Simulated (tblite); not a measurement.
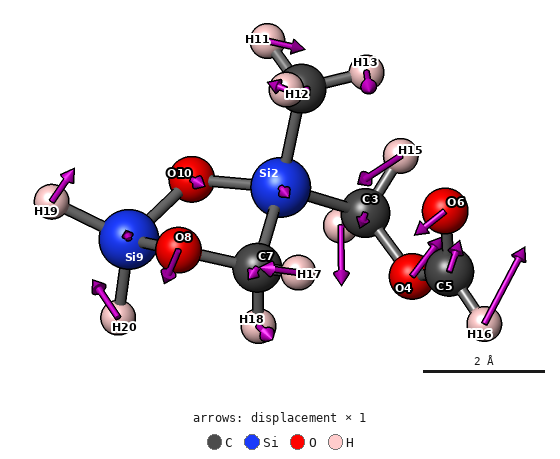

This is a relaxation of C$_{4}$H$_{10}$O$_{4}$Si$_{2}$. The starting structure is drawn; purple arrows show the displacements, at their true length. The two geometries are superimposed by the best rigid fit.

Style: ball-and-stick. Shown face on.

Theory: GFN2-xTB geometry optimisation, gas phase (tblite 0.8.0). 

> Which element moves most?

Hydrogen: up to 1.51 Å, against 0.88 Å for oxygen.

> Describe the change and its energy.

The atom that moves furthest after the best rigid fit is an H atom (1.51 Å). Largest moves by element: H 1.51 Å, O 0.88 Å, C 0.61 Å, Si 0.30 Å. Among the contacts that change: O–Si 3.062 → 2.409 Å, O–Si 1.738 → 1.634 Å, O–Si 1.710 → 1.625 Å, C–Si 1.842 → 1.924 Å. Bond angles that change, for instance: Si–O–Si 101.1° → 116.2°, C–O–Si 104.2° → 117.8°, C–Si–O 111.0° → 98.7°. Groups turn about C–O by about 75°, C–Si by about 55°, C–O by about 50°. The energy falls by 1.638 eV in 140 geometry steps.
